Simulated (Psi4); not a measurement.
**CClF2 (chlorodifluoromethyl radical): UTPSS/6-31G(d) (spherical functions, sweep point 3)**

What is the vertical electron affinity of CClF2 (chlorodifluoromethyl radical) at UTPSS/6-31G* (spherical functions, sweep point 3)? 

The calculation is run with Psi4 1.11.

4 further runs of the same task are left out: 4 set aside as unsound or not needed.

## Step 1: The molecule

CClF2: 4 atoms, total charge 0, spin state doublet. SMILES: `F[C](F)Cl`. Geometry: relaxed at PBE0-D4/def2-TZVP.

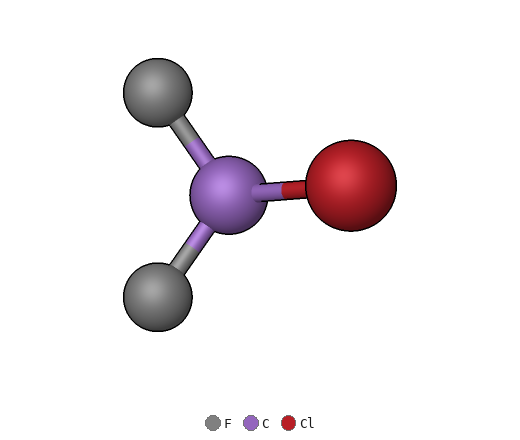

Viewed from a chosen angle; fluorine grey, carbon purple, chlorine red.

## Step 2: A single-point energy at UTPSS/6-31G(d) (spherical functions, sweep point 3)

Input file input.in:

```
memory 1600 mb

molecule molecule1 {
  0 2
  F      0.04951082     0.31993063     2.44643944
  C     -0.43577084    -0.35942591     0.10658055
  F      1.08281307    -2.19340511    -0.60206674
  Cl    -0.59148428     2.11876093    -1.98931469
  units bohr
  symmetry c1
}

set basis 6-31G*
set reference uks
set puream true
set scf_type pk
set dft_radial_points 99
set dft_spherical_points 590
set d_convergence 0.0001
set e_convergence 0.0001
set maxiter 150

e, wfn = energy("tpss", return_wfn=True)
```

Command:

```sh
$ psi4 -i input.in -o input.out -n 1
```

input.out:

```text
[...]
  Running in c1 symmetry.
[...]
  Nuclear repulsion =  158.060087713314061
[...]
  Multiplicity = 2
[...]
  Nalpha       = 21
  Nbeta        = 20
[...]
    Number of basis functions: 60
[...]
   @UKS iter   1:  -697.89557370816101   -1.87643e-02   4.96276e-03 DIIS/ADIIS
[...]
   @UKS iter   5:  -697.92898142026934   -5.44998e-05   7.47291e-05 DIIS
[...]
   @S^2 Observed:                7.517390859E-01
[...]
    Orbital Energies [Eh]
    ---------------------
    Alpha Occupied:
       1A   -101.012283     2A    -24.478333     3A    -24.478311
       4A    -10.211265     5A     -9.268147     6A     -7.049533
       7A     -7.038256     8A     -7.037197     9A     -1.230568
      10A     -1.169807    11A     -0.832238    12A     -0.626110
      13A     -0.537084    14A     -0.506836    15A     -0.494062
      16A     -0.405311    17A     -0.391823    18A     -0.382691
      19A     -0.323229    20A     -0.308898    21A     -0.201216
    Alpha Virtual:
      22A      0.001090    23A      0.119139    24A      0.139174
      25A      0.336063    26A      0.384780    27A      0.415794
[...]
  @UKS Final Energy:  -697.92898142026934
   => Energetics <=
    Nuclear Repulsion Energy =            158.0600877133140614
    One-Electron Energy =               -1279.0616912009086263
    Two-Electron Energy =                 477.7338364750574442
    DFT Exchange-Correlation Energy =     -54.6612144077321744
    Empirical Dispersion Energy =           0.0000000000000000
    VV10 Nonlocal Energy =                  0.0000000000000000
    Total Energy =                       -697.9289814202693378
[...]
 Multipole Moments:
 ------------------------------------------------------------------------------------
     Multipole            Electronic (a.u.)      Nuclear  (a.u.)        Total (a.u.)
 ------------------------------------------------------------------------------------
 L = 1.  Multiply by 2.5417464519 to convert [e a0] to [Debye]
 Dipole X            :          0.3539578           -0.3555241           -0.0015663
 Dipole Y            :         -0.5205850            0.5054493           -0.0151357
 Dipole Z            :          0.5491376           -0.5372316            0.0119060
 Magnitude           :                                                    0.0193208
[...]
```

Wall time 18 s (1 thread of Intel Xeon Platinum 8259CL at 2.50GHz (Skylake/Cascade Lake), shared host); peak memory 1.1 GiB.

## Step 3: The singlet anion

Input file input.in:

```
memory 1.6 GB

molecule {
  -1 1
  F      0.04951082     0.31993063     2.44643944
  C     -0.43577084    -0.35942591     0.10658055
  F      1.08281307    -2.19340511    -0.60206674
  Cl    -0.59148428     2.11876093    -1.98931469
  units bohr
  symmetry c1
}

set {
  basis                6-31G*
  reference            rks
  puream               true
  scf_type             pk
  dft_radial_points    99
  dft_spherical_points 590
  d_convergence        0.0001
  e_convergence        0.0001
}

e_tot, wfn = energy('tpss', return_wfn=True)
```

Command:

```sh
$ psi4 input.in input.out -n 1
```

input.out:

```text
[...]
  Running in c1 symmetry.
[...]
  Nuclear repulsion =  158.060087713314061
[...]
  Multiplicity = 1
[...]
  Nalpha       = 21
  Nbeta        = 21
[...]
    Number of basis functions: 60
[...]
   @RKS iter   1:  -697.77176945610245    1.05040e-01   8.59942e-03 ADIIS/DIIS
[...]
   @RKS iter   6:  -697.89516631606455   -1.29917e-05   2.05924e-05 DIIS
[...]
    Orbital Energies [Eh]
    ---------------------
    Doubly Occupied:
       1A   -100.736883     2A    -24.169836     3A    -24.169816
       4A     -9.813871     5A     -8.991564     6A     -6.770452
       7A     -6.762776     8A     -6.761959     9A     -0.923925
      10A     -0.866826    11A     -0.544393    12A     -0.325704
      13A     -0.235316    14A     -0.212621    15A     -0.172711
      16A     -0.111174    17A     -0.101806    18A     -0.093986
      19A     -0.053684    20A     -0.045364    21A      0.183583
[...]
  @RKS Final Energy:  -697.89516631606455
   => Energetics <=
    Nuclear Repulsion Energy =            158.0600877133140614
    One-Electron Energy =               -1291.0032066783091977
    Two-Electron Energy =                 490.1045626471835703
    DFT Exchange-Correlation Energy =     -55.0566099982529735
    Empirical Dispersion Energy =           0.0000000000000000
    VV10 Nonlocal Energy =                  0.0000000000000000
    Total Energy =                       -697.8951663160645467
[...]
 Multipole Moments:
 ------------------------------------------------------------------------------------
     Multipole            Electronic (a.u.)      Nuclear  (a.u.)        Total (a.u.)
 ------------------------------------------------------------------------------------
 L = 1.  Multiply by 2.5417464519 to convert [e a0] to [Debye]
 Dipole X            :          0.9861110           -0.3555241            0.6305869
 Dipole Y            :         -0.3320183            0.5054493            0.1734310
 Dipole Z            :          0.6079421           -0.5372316            0.0707105
 Magnitude           :                                                    0.6578132
[...]
```

It took 14 s on 1 thread of Intel Xeon Platinum 8259CL at 2.50GHz (Skylake/Cascade Lake), shared host; peak memory 1.1 GiB.

## Step 4: Outcome

Level: UTPSS/6-31G* (spherical functions, sweep point 3).

| quantity | value |
| --- | --- |
| doublet CClF2: total energy | -697.92898 Eh |
| doublet CClF2: dipole moment | 0.05 D |
| doublet CClF2: HOMO energy (highest over α and β) | -5.48 eV |
| doublet CClF2: LUMO energy (lowest over α and β) | -2.91 eV |
| doublet CClF2: ⟨S²⟩ | 0.752 |
| singlet anion: total energy | -697.89517 Eh |
| singlet anion: HOMO energy | 5.00 eV |
| singlet anion: LUMO energy | 7.88 eV |
| singlet anion: HOMO–LUMO gap (to an unbound level, set by the basis) | 2.89 eV |
| vertical electron affinity (to the singlet anion) | -0.920 eV |

What this shows: The anion lies 0.92 eV (21.2 kcal/mol) above the neutral: the electron isn't bound at this level, and such a value depends on the basis. Without diffuse functions anions come out too high. The HOMO (singlet anion) lies at positive energy, 5.00 eV, as semi-local functionals often give for anions; only total energies tell whether the electron is bound.
